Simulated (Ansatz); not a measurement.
# Mg (P6_3/mmc, 2 atoms in the cell): zone-centre modes under pressure

Aim: how do the optical modes of Mg (P6_3/mmc, 2 atoms in the cell) move with volume?

Calculated with Ansatz 0.2.0; DFT PBEsol, scalar-relativistic, plane waves, PAW; PAW set soft_1.

**1. The structure**

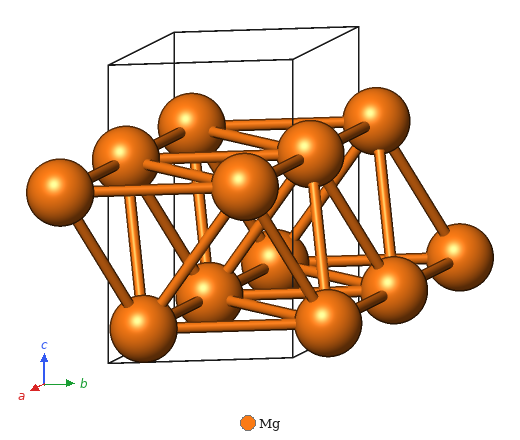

The starting structure, seen slightly off an axis (magnesium orange). 3×2×1 cells are drawn.

**2. Bringing the structure to rest**

The cell and atoms are relaxed, since residual forces and stress would shift the frequencies.

input.yaml reads:

```yaml
crystal:
  lattice:
    - [3.2093, 0.0, 0.0]
    - [-1.60465, 2.7793353284, 0.0]
    - [0.0, 0.0, 5.2103]
  atoms:
    - { symbol: Mg, position: [0.33333333, 0.66666667, 0.25] }
    - { symbol: Mg, position: [0.66666667, 0.33333333, 0.75] }
kpoints:
  mp_grid: { grid: [15, 15, 8] }
hamiltonian:
  xc: pbesol
  pseudopotentials: { kind: paw, azcp: { folder: soft_1 }, xc_functional: pbe }
scf:
  occupations: { method: gaussian, width: 0.1 }
output:
  forces: true
  stress: true
  eigenvalues: true
  write_density: true
  write_potential: true
  elf: true
  volumetric_format: npy
relax:
  adjacent_minimum: "off"
  f_tol: 0.005
  max_steps: 80
  cell: { stress_tol: 0.05 }
```

Run with:

```
$ ansatz run input.yaml --threads 4 --pin off --max-ram 10240MiB --backend cpu --events-out ev --progress --plain --runs-dir out
```

Numbers of over 12 decimals in the logs are rounded to 6 here.

Log:

```text
Engine: ansatz 0.2.0, aarch64-unknown-linux-gnu
Pseudopotentials: kind: paw
Pseudopotential: Mg, paw, valence charge 10, recommended cutoff 420 eV (normal), soft_1/Mg.paw.azcp
Functional definition: PBEsol
  exchange = pbesol_x
  correlation = pbesol_c
Crystal: 2 atoms, lattice volume = 46.474 Å³
Basis set: ecut = 420 eV, 941 PW (Γ), exchange–correlation on 48×48×72 points (8 copies of the dense FFT grid, shifted against one another)
Bands: 14, of which v1, the nominal top of the filled ones, is band 10 counted from 1 (9 counted from 0)
Symmetry: 24 space group operations
Space group: P63/mmc (ITA 194), of the structure as read, at distance tolerance 3.6e-5 Å
k-points: 135 of 1800
Non-local potential: Mg, projectors of the file, l = 0: 3, l = 1: 2, l = 2: 1
PAW form: soft (Blöchl's): semilocal exchange-correlation on the pseudo side does not see the compensation charge
PAW frozen core: Mg, regenerated for the run's functional, and the local potential with it (the file was generated under x = pbe(κ = 0.804, μ = 0.219515), c = pbe(β = 0.066725))
PAW one-centre angular grid: Mg, 110 points (default); XC on 64 Gauss nodes
Initial density: superposition of atomic densities (chi_scale 0.1, normalization cell)
Initial wavefunctions: pseudopotential atomic-orbital guess
Functional: x = pbesol(κ = 0.804, μ = 0.123457), c = pbesol(β = 0.046)
SCF iter   1: F=—  HF=-3824.130184 eV  |F-HF|=—  |Δ(HF+E_count)|=         —  Δρ=1.38e-2  dr2=1.19e-1  ethr=3.10e-3  ⟨swp⟩=5.1  Hψ=9795  notcnv=0
preconditioner: auto → none  [metal: Δε(μ)=0.017 eV  Ē_g=6.865 eV  σ=0.100 eV  W_gap=0.10  n_scr=8 (ndim 8)  ℏωp=10.9 eV  f_vac=0.000  D(μ)=1.00/eV (n_scr^D=2)  sad-step TF]
SCF iter   2: F=—  HF=-3824.118712 eV  |F-HF|=—  |Δ(HF+E_count)|=   1.15e-2  Δρ=9.69e-3  dr2=6.06e-2  ethr=5.96e-4  ⟨swp⟩=2.0  Hψ=3343  notcnv=0  defer=3
SCF iter   3: F=—  HF=-3824.100625 eV  |F-HF|=—  |Δ(HF+E_count)|=   1.81e-2  Δρ=1.63e-3  dr2=1.67e-3  ethr=3.03e-4  ⟨swp⟩=2.0  Hψ=2397  notcnv=0  defer=3
SCF iter   4: F=—  HF=-3824.100289 eV  |F-HF|=—  |Δ(HF+E_count)|=   3.36e-4  Δρ=1.21e-4  dr2=2.70e-6  ethr=8.34e-6  ⟨swp⟩=2.7  Hψ=3275  notcnv=0  defer=3
SCF iter   5: F=—  HF=-3824.100294 eV  |F-HF|=—  |Δ(HF+E_count)|=   5.41e-6  Δρ=1.37e-5  dr2=2.53e-8  ethr=5.00e-10  ⟨swp⟩=10.2  Hψ=15647  notcnv=0
SCF iter   6: F=-3824.100294 eV  HF=-3824.100294 eV  |F-HF|=1.46e-9  |Δ(HF+E_count)|=   2.26e-8  Δρ=2.28e-6  dr2=8.12e-10  ethr=1.26e-10  ⟨swp⟩=5.2  Hψ=10042  notcnv=0
SCF 1 converged in 6 iterations: F = -3824.100294 eV  dr2 = 8.12e-10
  greatest PAW one-centre occupation: 1.000 electrons in one spin orbital (limit 2), on the Mg atom at site 1 (counted from 0), in its partial waves of l = 0
relax step   1: F+E_penalty+E_count = -3824.10029406 eV  Δ(F+E_penalty+E_count) = +0.000e0 eV  max|allowed force component| = 3.701e-17 eV/Å  Δτ_max = 0.0000 Å  P = -1.141 GPa  Ω = 46.474 Å³  (6 SCF iters, dr2 threshold 1.00e-7 eV, accepted)
Crystal: 2 atoms, lattice volume = 45.282 Å³
Basis set: ecut = 420 eV, 905 PW (Γ), exchange–correlation on 48×48×72 points (8 copies of the dense FFT grid, shifted against one another)
Initial density: handed on by an earlier stage of this run
Initial wavefunctions: those handed on with the density
iter 1 solved again at ethr=2.08e-7 eV; its pass at ethr=3.10e-3 eV (dr2=4.17e-5 eV) is discarded
SCF iter   1: F=—  HF=-3824.106411 eV  |F-HF|=—  |Δ(HF+E_count)|=         —  Δρ=2.97e-4  dr2=4.09e-5  ethr=2.08e-7  ⟨swp⟩=2.8  Hψ=15087  notcnv=0
preconditioner: auto → none  [metal: Δε(μ)=0.018 eV  Ē_g=6.962 eV  σ=0.100 eV  W_gap=0.10  n_scr=8 (ndim 8)  ℏωp=11.0 eV  f_vac=0.000  D(μ)=0.95/eV (n_scr^D=2)]
SCF iter   2: F=—  HF=-3824.106371 eV  |F-HF|=—  |Δ(HF+E_count)|=   4.00e-5  Δρ=1.43e-4  dr2=8.76e-6  ethr=2.05e-7  ⟨swp⟩=1.0  Hψ=1890  notcnv=0
SCF iter   3: F=-3824.106361 eV  HF=-3824.106361 eV  |F-HF|=8.96e-9  |Δ(HF+E_count)|=   9.68e-6  Δρ=2.12e-6  dr2=1.37e-9  ethr=1.00e-9  ⟨swp⟩=8.1  Hψ=13451  notcnv=0
SCF 2 converged in 3 iterations: F = -3824.106361 eV  dr2 = 1.37e-9
relax step   2: F+E_penalty+E_count = -3824.10636114 eV  Δ(F+E_penalty+E_count) = -6.067e-3 eV  max|allowed force component| = 3.932e-17 eV/Å  Δτ_max = 0.0000 Å  P = -0.245 GPa  Ω = 45.282 Å³  energy of the carried Pulay correction = +3.925e-5 eV  (3 SCF iters, dr2 threshold 2.00e-7 eV, accepted)
Crystal: 2 atoms, lattice volume = 44.948 Å³
Basis set: ecut = 420 eV, 857 PW (Γ), exchange–correlation on 48×48×72 points (8 copies of the dense FFT grid, shifted against one another)
iter 1 solved again at ethr=3.41e-8 eV; its pass at ethr=3.10e-3 eV (dr2=6.82e-6 eV) is discarded
SCF iter   1: F=—  HF=-3824.106793 eV  |F-HF|=—  |Δ(HF+E_count)|=         —  Δρ=1.19e-4  dr2=7.15e-6  ethr=3.41e-8  ⟨swp⟩=3.1  Hψ=14424  notcnv=0
preconditioner: auto → none  [metal: Δε(μ)=0.032 eV  Ē_g=6.989 eV  σ=0.100 eV  W_gap=0.18  n_scr=8 (ndim 8)  ℏωp=11.1 eV  f_vac=0.000  D(μ)=0.96/eV (n_scr^D=2)]
SCF iter   2: F=—  HF=-3824.106777 eV  |F-HF|=—  |Δ(HF+E_count)|=   1.60e-5  Δρ=5.60e-5  dr2=1.46e-6  ethr=3.41e-8  ⟨swp⟩=1.0  Hψ=1890  notcnv=0
SCF iter   3: F=-3824.106776 eV  HF=-3824.106776 eV  |F-HF|=6.88e-10  |Δ(HF+E_count)|=   1.03e-6  Δρ=1.51e-6  dr2=6.51e-10  ethr=1.00e-9  ⟨swp⟩=7.3  Hψ=11121  notcnv=0
SCF 3 converged in 3 iterations: F = -3824.106776 eV  dr2 = 6.51e-10
relax step   3: F+E_penalty+E_count = -3824.10677633 eV  Δ(F+E_penalty+E_count) = -4.152e-4 eV  max|allowed force component| = 3.932e-17 eV/Å  Δτ_max = 0.0000 Å  P = +0.030 GPa  Ω = 44.948 Å³  energy of the carried Pulay correction = +5.067e-5 eV  (3 SCF iters, dr2 threshold 2.00e-7 eV, accepted)
Initial wavefunctions: pseudopotential atomic-orbital guess (no wavefunctions were taken with the density)
iter 1 solved again at ethr=1.72e-8 eV; its pass at ethr=3.10e-3 eV (dr2=3.45e-6 eV) is discarded
SCF iter   1: F=—  HF=-3824.106734 eV  |F-HF|=—  |Δ(HF+E_count)|=         —  Δρ=1.17e-5  dr2=1.02e-8  ethr=1.72e-8  ⟨swp⟩=3.4  Hψ=15791  notcnv=0
SCF iter   2: F=—  HF=-3824.106723 eV  |F-HF|=—  |Δ(HF+E_count)|=   1.14e-5  Δρ=4.90e-6  dr2=1.45e-9  ethr=5.08e-11  ⟨swp⟩=2.0  Hψ=3260  notcnv=0
SCF iter   3: F=—  HF=-3824.106723 eV  |F-HF|=—  |Δ(HF+E_count)|=   3.76e-9  Δρ=1.08e-6  dr2=7.57e-11  ethr=7.24e-12  ⟨swp⟩=2.0  Hψ=3228  notcnv=0
SCF iter   4: F=-3824.106723 eV  HF=-3824.106723 eV  |F-HF|=9.09e-13  |Δ(HF+E_count)|=  3.23e-10  Δρ=6.92e-8  dr2=9.05e-13  ethr=1.00e-12  ⟨swp⟩=6.5  Hψ=8757  notcnv=0
SCF 4 converged in 4 iterations: F = -3824.106723 eV  dr2 = 9.05e-13
relax step   4: F+E_penalty+E_count = -3824.10672277 eV  Δ(F+E_penalty+E_count) = +5.356e-5 eV  max|allowed force component| = 3.469e-17 eV/Å  Δτ_max = 0.0000 Å  P = +0.031 GPa  Ω = 44.948 Å³  stress off target by 3.87e-2 GPa  SCF on the basis re-selected at this cell (its energy is not comparable with the rows above)  (4 SCF iters)
basis re-selected at this cell: Δ(F+E_penalty+E_count) = +5.356e-5 eV, ΔP = +0.001 GPa vs the last step (what re-selecting the basis moved, of the pressure what is left beyond the Pulay correction that the steps carried, after the strain that the cell walked since its last selection, with what the two solves' SCF thresholds leave and, on support functions, any second-order correction that the steps lacked; it is no m [...]
SCF converged after 4 iterations
Free energy (F): -3824.106723 eV
Harris-Foulkes:  -3824.106723 eV  (|F-HF|=9.09e-13)
Internal energy: -3824.101930 eV  (E = F + TS)
E sigma→0 (E₀):  -3824.104326 eV
Entropy (-TS):   -0.004793 eV (-2.397 meV/atom)
Fermi energy:    5.734847 eV
--- Per-component energies (eV) ---
  E_band       = -709.502030
  E_kinetic    = 138.606444
  E_local      = -3411.228921  (includes V_loc(G=0)·N_el)
  E_nonlocal   = 391.930047
  E_hartree    = 1161.648828
  E_xc         = -51.511063
  E_vxc        = -66.755746  (∫ρ·V_xc dr)
  E_paw        = -580.037747  (= ΣΔE_a)
  E_vpaw       = -85.351201  (= ΣTr[D̂ρ^β])
  E_aug_tail   = -0.000294  (compensation charges beyond the density's cutoff)
  E_ewald      = -1473.626947
  E_core_change = 0.117725  (= ΣΔE_core)
  E_smearing   = -0.004793  (= −TS)
  E_closure    = 0.000000  (closes the sum)
  Σ components = -3824.106723   (vs F -3824.106723, Δ=0.00e0)
--- Forces (eV/Å), atoms counted from 1 ---
  atom   1  Mg     0.00000000     0.00000000     0.00000000
  atom   2  Mg     0.00000000    -0.00000000     0.00000000
  max |Σ_I F_I| component: 4.63e-18 eV/Å
--- Stress (GPa, compression-positive) ---
        0.038722       0.000000       0.000000
       -0.000000       0.038722       0.000000
        0.000000       0.000000       0.017045
  P = ⅓ Tr σ = 0.0315 GPa (0.315 kbar)
--- Band table (eV; the first three rows and the last of 135) ---
  k-point 0: bands = [... 6 lower, -36.8051, -36.8051, -1.2804, 4.0930, 4.6220, 16.6430, 16.6430, 16.7716]
  k-point 1: bands = [... 6 lower, -36.8053, -36.8053, -1.1897, 3.0399, 5.8301, 16.7136, 16.7136, 16.8315]
  k-point 2: bands = [... 6 lower, -36.8060, -36.8060, -0.9184, 1.9199, 7.4152, 15.0891, 16.9180, 16.9180]
  k-point 134: bands = [... 6 lower, -36.8121, -36.8121, 5.9031, 5.9031, 6.3814, 6.3814, 7.2929, 7.2929]
--- Relaxed structure (3 steps of the walk, 3 accepted, 1 SCFs on fresh bases) ---
  F+E_penalty+E_count = -3824.10672277 eV   max|allowed force component| = 3.469e-17 eV/Å   (the final SCF, on the basis selected at the relaxed cell)
  cell:  # Å, volume = 44.9484 Å³
    - [3.187710, 0.0, 0.0]
    - [-1.593855, 2.760638, 0.0]
    - [0.0, 0.0, 5.107709]
  atoms:
    - { symbol: Mg, position: [0.333333, 0.666667, 0.25] }
    - { symbol: Mg, position: [0.666667, 0.333333, 0.75] }
```

It took 4.7 s on 4 threads of Arm Neoverse V1, shared host; peak memory 0.38 GiB; 17 s of CPU time.

Relaxation path:

| step | energy less that of the first step (eV) | largest force component (eV/Å) | pressure (GPa) | volume (Å³) |
| --- | --- | --- | --- | --- |
| 1 | 0.0000 | 0.0000 | -1.14 | 46.47 |
| 2 | -0.0061 | 0.0000 | -0.24 | 45.28 |
| 3 | -0.0065 | 0.0000 | 0.03 | 44.95 |
| 4* | -0.0064 | 0.0000 | 0.03 | 44.95 |

Relaxation steps marked * repeat the geometry before them on a plane-wave basis chosen anew for their cell, so energy and pressure can jump there.

The run keeps the 24 symmetry operations that it works with, so distortions that break them were not tested.

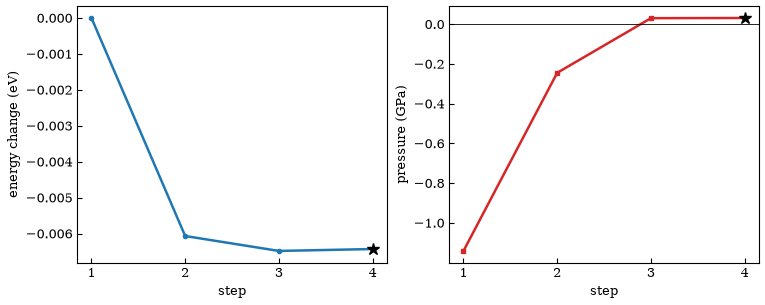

Energy and pressure along the relaxation. Stars mark steps on a basis chosen anew.

| conventional cell, symmetrised | before | after | change |
| --- | --- | --- | --- |
| a (Å) | 3.209 | 3.188 | -0.7 % |
| b (Å) | 3.209 | 3.188 | -0.7 % |
| c (Å) | 5.210 | 5.108 | -2.0 % |
| volume (Å³/atom) | 23.24 | 22.47 | -3.3 % |

The relaxed structure:

```cif
data_structure
_symmetry_space_group_name_H-M 'P 1'
_symmetry_Int_Tables_number 1
_cell_length_a 3.1877
_cell_length_b 3.1877
_cell_length_c 5.1077
_cell_angle_alpha 90.000
_cell_angle_beta 90.000
_cell_angle_gamma 120.000
_cell_volume 44.95
loop_
_atom_site_label
_atom_site_type_symbol
_atom_site_fract_x
_atom_site_fract_y
_atom_site_fract_z
_atom_site_occupancy
Mg1 Mg 0.33333 0.66667 0.25000 1
Mg2 Mg 0.66667 0.33333 0.75000 1
```

Numbers from this step:

```
pressure          : 0.03150 GPa
volume per atom   : 22.47 Å³
gap on the k-mesh : 0 eV
```

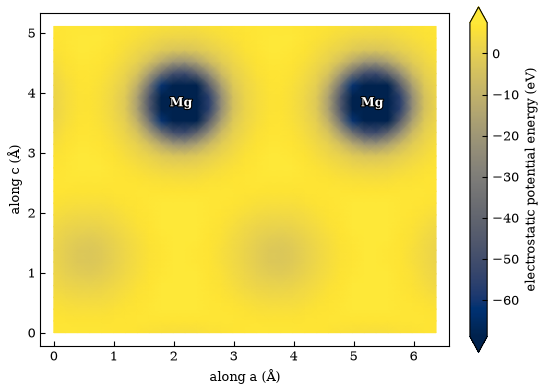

Electrostatic potential energy in the ac plane at fractional y = 0.333, with atoms of Mg within 0.2 Å of it. With pseudopotentials it is smooth inside the atoms' cores, unlike the true potential.

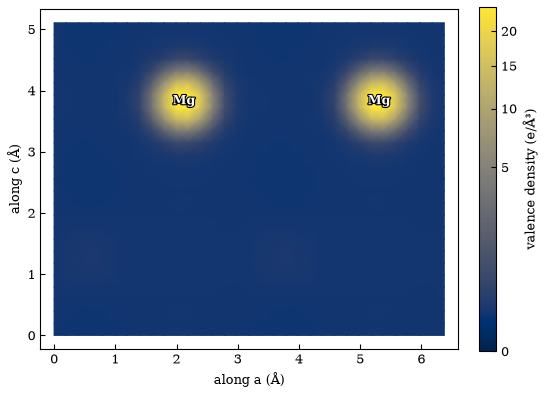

Valence density in the ac plane at fractional y = 0.333, with atoms of Mg within 0.2 Å of it. It is the smooth field of the valence electrons, not physical close to the nuclei. The colour scale is stretched toward low values.

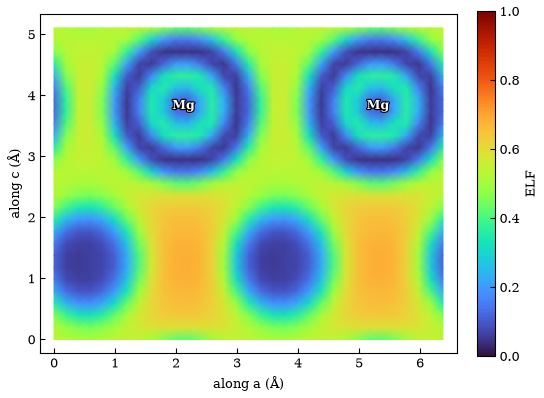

ELF in the ac plane at fractional y = 0.333, with atoms of Mg within 0.2 Å of it. It is the smooth field of the valence electrons, not physical close to the nuclei.

In this step the volume went from 23.24 to 22.47 Å³/atom.

**3. Tight relaxation**

Phonons need small forces and stress, so the relaxation is finished with tight tolerances on 15×15×8 k points.

input.yaml, the sections that differ from step 2:

```yaml
crystal:
  lattice:
    - [3.1877100941, 0.0, 0.0]
    - [-1.5938550471, 2.7606379214, 0.0]
    - [0.0, 0.0, 5.1077090379]
  atoms:
    - { symbol: Mg, position: [0.3333333333, 0.6666666667, 0.25] }
    - { symbol: Mg, position: [0.6666666667, 0.3333333333, 0.75] }
scf:
  occupations: { method: methfessel_paxton, width: 0.2 }
output:
  forces: true
  stress: true
  eigenvalues: true
relax:
  adjacent_minimum: "off"
  f_tol: 0.001
  max_steps: 60
  cell: { stress_tol: 0.01 }
# kpoints, hamiltonian: as in step 2
```

Log:

```text
[...]
Crystal: 2 atoms, lattice volume = 44.948 Å³
Basis set: ecut = 420 eV, 857 PW (Γ), exchange–correlation on 48×48×72 points (8 copies of the dense FFT grid, shifted against one another)
Bands: 14, of which v1, the nominal top of the filled ones, is band 10 counted from 1 (9 counted from 0)
Symmetry: 24 space group operations
[...]
k-points: 135 of 1800
[...]
k-point 134: bands = [... 6 lower, -36.8187, -36.8187, 5.8921, 5.8921, 6.3739, 6.3739, 7.2776, 7.2776]
--- Relaxed structure (3 steps of the walk, 3 accepted, 1 SCFs on fresh bases) ---
[...]
cell:  # Å, volume = 44.9780 Å³
    - [3.190832, 2.889576729434464e-11, 0]
    - [-1.595416, 2.763342, 0]
    - [0, 0, 5.101071]
  atoms:
    - { symbol: Mg, position: [0.333333, 0.666667, 0.25] }
    - { symbol: Mg, position: [0.666667, 0.333333, 0.75] }
[key lines of the parts left out:]
SCF converged after 4 iterations
Free energy (F): -3824.104957 eV
Fermi energy:    5.725745 eV
P = ⅓ Tr σ = 0.0029 GPa (0.029 kbar)
```

The job ended after 4.1 s (4 threads; peak memory 0.37 GiB; 15 s of CPU time).

Relaxation path:

| step | energy less that of the first step (eV) | largest force component (eV/Å) | pressure (GPa) | volume (Å³) |
| --- | --- | --- | --- | --- |
| 1 | 0.0000 | 0.0000 | 0.03 | 44.95 |
| 2 | 0.0000 | 0.0000 | 0.00 | 44.98 |
| 3 | 0.0000 | 0.0000 | 0.00 | 44.98 |
| 4* | 0.0000 | 0.0000 | 0.00 | 44.98 |

Relaxation steps marked * repeat the geometry before them on a plane-wave basis chosen anew for their cell, so energy and pressure can jump there.

The run keeps the 24 symmetry operations that it works with, so distortions that break them were not tested.

| conventional cell, symmetrised | before | after | change |
| --- | --- | --- | --- |
| a (Å) | 3.188 | 3.191 | +0.1 % |
| b (Å) | 3.188 | 3.191 | +0.1 % |
| c (Å) | 5.108 | 5.101 | -0.1 % |
| volume (Å³/atom) | 22.47 | 22.49 | +0.1 % |

Final coordinates:

```cif
data_structure
_symmetry_space_group_name_H-M 'P 1'
_symmetry_Int_Tables_number 1
_cell_length_a 3.1908
_cell_length_b 3.1908
_cell_length_c 5.1011
_cell_angle_alpha 90.000
_cell_angle_beta 90.000
_cell_angle_gamma 120.000
_cell_volume 44.98
loop_
_atom_site_label
_atom_site_type_symbol
_atom_site_fract_x
_atom_site_fract_y
_atom_site_fract_z
_atom_site_occupancy
Mg1 Mg 0.33333 0.66667 0.25000 1
Mg2 Mg 0.66667 0.33333 0.75000 1
```

This step gave:

```yaml
pressure: 0.002878 GPa
volume_per_atom: 22.49 Å³
```

The forces vanish by symmetry and the pressure is 0.003 GPa, within the tolerances set. The cell now holds 22.49 Å³/atom.

**4. Zone-centre response at rest**

The force constants come from the linear response of the density to a displacement.

The modes at rest are the reference of the series.

input.yaml, the sections that differ from step 3:

```yaml
crystal:
  lattice:
    - [3.1908322539, 0.0, 0.0]
    - [-1.595416127, 2.7633417911, 0.0]
    - [0.0, 0.0, 5.1010707134]
  atoms:
    - { symbol: Mg, position: [0.3333333333, 0.6666666667, 0.25] }
    - { symbol: Mg, position: [0.6666666667, 0.3333333333, 0.75] }
output:
  eigenvalues: true
phonons:
  method: dfpt
# kpoints, hamiltonian, scf: as in step 3
# relax: removed
```

Log:

```text
zone centre: on kpoints.mp_grid the ground state, and the responses unless they are solved on pairs of k-points, stand on 320 of the mesh's 1800 k-points, reduced under 4 symmetry operations, with k and −k counted as one. Each operation leaves every solved displacement unchanged or reverses it
[...]
Crystal: 2 atoms, lattice volume = 44.978 Å³
Basis set: ecut = 420 eV, 881 PW (Γ), exchange–correlation on 48×48×72 points (8 copies of the dense FFT grid, shifted against one another)
Bands: 14, of which v1, the nominal top of the filled ones, is band 10 counted from 1 (9 counted from 0)
Symmetry: 24 space group operations
k-points: 320 of 1800 (irreducible under 4 space group operations, time reversal used)
[...]
SCF iter   1: F=—  HF=-3824.135479 eV  |F-HF|=—  |Δ(HF+E_count)|=         —  Δρ=1.41e-2  dr2=1.17e-1  ethr=3.10e-3  ⟨swp⟩=5.0  Hψ=22192  notcnv=0
[...]
SCF iter   7: F=-3824.104957 eV  HF=-3824.104957 eV  |F-HF|=4.55e-12  |Δ(HF+E_count)|=   1.74e-9  S|Δr|=    0.00e0  Δρ=1.09e-7  dr2=2.52e-12  ethr=1.00e-12  ⟨swp⟩=4.5  Hψ=22431  notcnv=0
SCF 1 converged in 7 iterations: F = -3824.104957 eV  dr2 = 2.52e-12
[...]
DFPT response loops at Γ: preconditioner auto → Kerker (q_TF=auto, 2.384 Å⁻¹) (partly filled bands, converged f_vac=0.000); β = 1.00, the filter's whole step (`scf.mixing.beta` (0.50) is not read by the response loops under this deck's `scf.mixing.preconditioner`; to damp them name `kerker` or `kerker_dos`, under which they read `scf.mixing.beta`, and type it under 1.00, their step now; both keys bind the ground state too); Broyden in place of MSR1
SCF converged after 7 iterations
[...]
Free energy (F): -3824.104957 eV
[...]
Internal energy: -3824.103239 eV  (E = F + TS)
E sigma→0 (E₀):  -3824.104527 eV
Entropy (-TS):   -0.001718 eV (-0.859 meV/atom)
Fermi energy:    5.725744 eV
[...]
--- Band table (eV; the first three rows and the last of 320) ---
  k-point 0: bands = [... 6 lower, -36.8119, -36.8119, -1.2830, 4.1010, 4.6377, 16.6092, 16.6092, 16.7311]
  k-point 1: bands = [... 6 lower, -36.8122, -36.8122, -1.1921, 3.0479, 5.8462, 16.6805, 16.6805, 16.7915]
  k-point 2: bands = [... 6 lower, -36.8128, -36.8128, -0.9201, 1.9253, 7.4349, 15.1231, 16.8859, 16.8859]
  k-point 319: bands = [... 6 lower, -36.8190, -36.8190, 3.2962, 3.2962, 8.1825, 8.1825, 9.6610, 9.6610]
--- Phonons (Γ-DFPT): 2 representative perturbations + reference, on 320 of 1800 k-points (Σ response iterations 6) ---
  k mesh reduced under 4 symmetry operations, with k and −k counted as one. Each operation leaves every solved displacement unchanged or reverses it
  ASR residual: 9.489e-5 → 0.000e0 eV/Å²; symmetrization residual: 1.770e-10 eV/Å²
  ASR residual per site (eV/Å²): 9.49e-5 9.49e-5
  Γ frequencies (cm⁻¹): 0.00 0.00 0.00 131.02 131.02 256.27
  non-analytic LO–TO correction: not included (Born effective charges unavailable; polar crystals: no LO–TO splitting at Γ)
```

The job ended after 11 s (4 threads; peak memory 0.71 GiB).

This step gave:

```
sum-rule residual before enforcement                    : 9.49e-5 eV/Å²
point group                                             : 6/mmm
highest optical mode at the zone centre (no LO-TO term) : 256.3 cm⁻¹
lowest optical zone-centre mode                         : 131.0 cm⁻¹
```

Patterns of degenerate modes are one choice out of their space. Modes at Γ:

| mode | frequency (cm⁻¹) | symmetry |
| --- | --- | --- |
| 1 | 0.0 | acoustic |
| 2 | 0.0 | acoustic |
| 3 | 0.0 | acoustic |
| 4 | 131.0 | E2g |
| 5 | 131.0 | E2g |
| 6 | 256.3 | B1g |

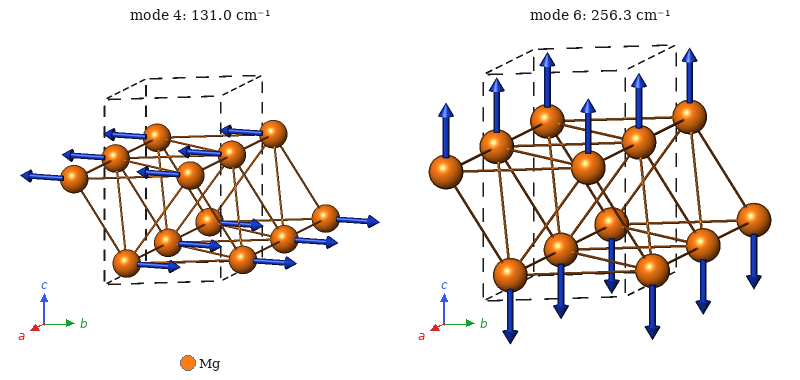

Displacement patterns of modes 4 and 6 at Γ; arrows are exaggerated. 3×2×1 cells are drawn.

Before it was imposed, the acoustic sum rule was missed by 9.5e-5 eV/Å². Small misses are needed for a sound result but don't prove that mesh and cutoff are converged. The lowest optical mode is real, 131 cm⁻¹.

(Part 1 of 2 ends here.)

[Logs are printed without paths, hosts, clocks, repeated set-up lines and the standing remarks that a program may print on its own settings, such as how far it seeks lower states.]

[Hosts, paths, dates, database ids (printed as entryN), source tags and the programs' standing remarks are cut or masked in the printed files.]
